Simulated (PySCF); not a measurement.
# BH₃O₃ (charge +1): EPR calculation

System: BH₃O₃, charge +1, multiplicity 2.
Method: UKS B3LYP, IGLO-III on B O, pcH-1 on H, non-relativistic, mean-field spin-orbit, GIAO (PySCF 2.14.0).

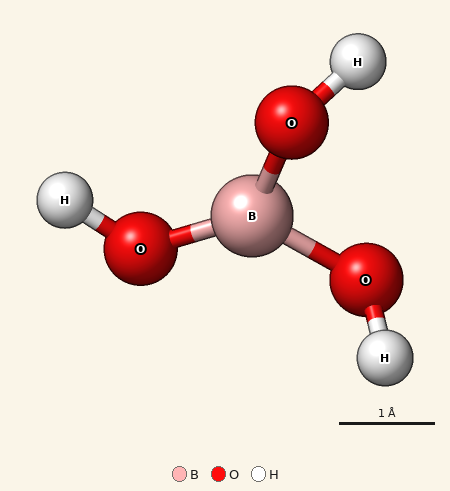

**Figure 1.** The input geometry (ball-and-stick view, seen at a tilt). Bond lengths as drawn: B–O 1.30 to 1.40 Å and H–O 0.97 to 0.98 Å.

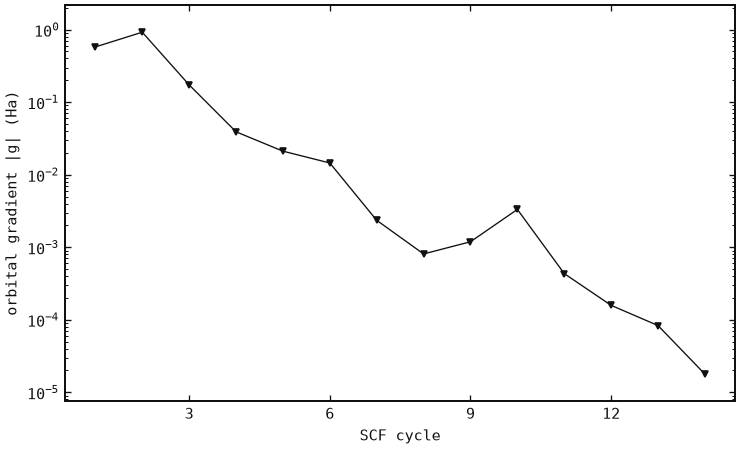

**Figure 2.** Convergence of the self-consistent field: orbital gradient |g| against the SCF cycle. All cycles printed in the log are drawn one after another.

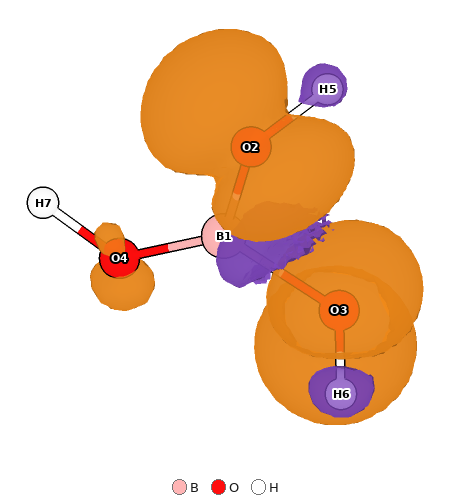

**Figure 3.** Isosurfaces of the spin density at +0.015 (orange) and −0.015 e/Å³ (purple), seen at a tilt. The unpaired spin (1 electron) lies mostly on O3 (about 0.5) and O2 (about 0.4), in electrons by Hirshfeld's partition.

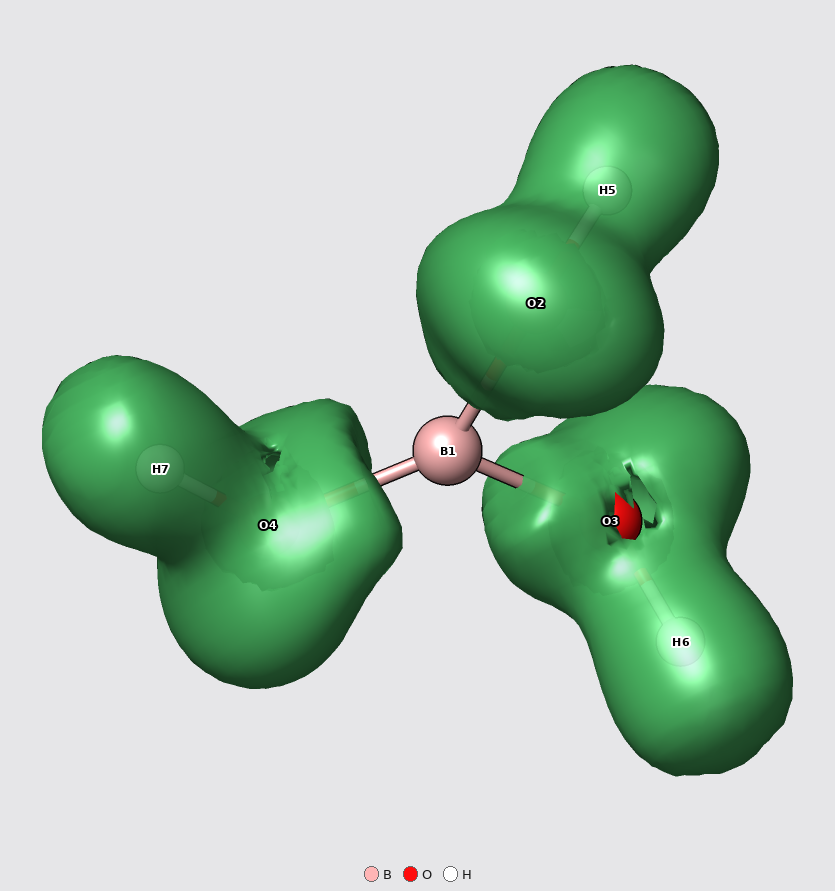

**Figure 4.** Isosurface of the ELF at 0.75 (green), seen at an oblique angle. Only the valence region is drawn (cores and ρ < 0.01 e/Å³ removed). O–H (0.97 Å): the ELF climbs to about 1 towards the hydrogen, as it does in any bond to H (a covalent bond by its length).

The input that produced these results follows, with the program's output.

### The input
```
{"job": {"kind": "epr"}, "charge": 1, "multiplicity": 2}
B      0.036683     0.048029    -0.180685
O      0.580421     0.198105     1.084750
O     -0.747957    -1.105454    -0.016298
O      0.094176     0.778525    -1.251002
H      1.108540    -0.512382     1.501350
H     -1.708034    -0.997341     0.158649
H      0.667163     1.555622    -1.318619
```

The first line tells a small driver script what to run in PySCF; the rest is the geometry in Å.

Launched with:
```bash
OMP_NUM_THREADS=1 python <driver script> task.json out
```

### The program's output
```
UKS, coarse grid
  cycle   1  E = -252.08541044  |g| = 5.77e-01
  cycle   2  E = -251.89554308  |g| = 9.21e-01
  cycle   3  E = -252.18740711  |g| = 1.73e-01
  cycle   4  E = -252.19768812  |g| = 3.90e-02
  cycle   5  E = -252.19807005  |g| = 2.11e-02
  cycle   6  E = -252.19815807  |g| = 1.45e-02
  cycle   7  E = -252.19824493  |g| = 2.35e-03
  cycle   8  E = -252.19824885  |g| = 8.08e-04
UKS, final grid
  cycle   1  E = -252.19824661  |g| = 1.19e-03
  cycle   2  E = -252.19824312  |g| = 3.32e-03
  cycle   3  E = -252.19824717  |g| = 4.33e-04
  cycle   4  E = -252.19824724  |g| = 1.58e-04
  cycle   5  E = -252.19824725  |g| = 8.32e-05
  cycle   6  E = -252.19824726  |g| = 1.78e-05
E = -252.19824726 Eh   <S^2> = 0.7567 (exact 0.7500)
g shifts (ppm)      1          2          3
  rmc          -350       -350       -350
  gc             40         76         59
  oz_so        1911       5442       7431
  total        1601       5168       7140
hyperfine (MHz)  atom isotope    a_iso     a_fc   dipolar eigenvalues
    0   11B     -29.84     -29.84     -8.17      2.69      5.48
    1   17O     -28.46     -28.46   -160.80     80.09     80.70
    2   17O     -46.47     -46.47   -180.99     89.91     91.08
    3   17O      -1.76      -1.76     -4.13      0.82      3.31
    4    1H     -32.52     -32.52    -36.59    -12.59     49.18
    5    1H     -38.90     -38.90    -41.22    -13.67     54.88
    6    1H       2.83       2.83     -3.57     -1.57      5.14
```

### Summary

```json
{"quantity": "outcome", "value": "converged"}
{"quantity": "total energy", "value": "−252.198247 hartree"}
{"quantity": "⟨S²⟩", "value": "0.757"}
{"quantity": "isotropic g", "value": "2.0070"}
{"quantity": "hardware", "value": "1 CPU thread, shared host"}
{"quantity": "wall time", "value": "20 s"}
{"quantity": "peak memory", "value": "0.46 GiB"}
```
